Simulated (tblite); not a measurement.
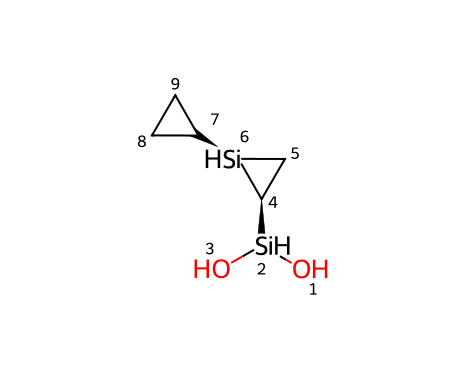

A structural formula, with wedges where it has stereocentres; small numbers name the atoms. The configuration is that of a computed structure (GFN2-xTB).

Question: What are the Cahn–Ingold–Prelog descriptors?

Answer: C4: R; Si6: R.
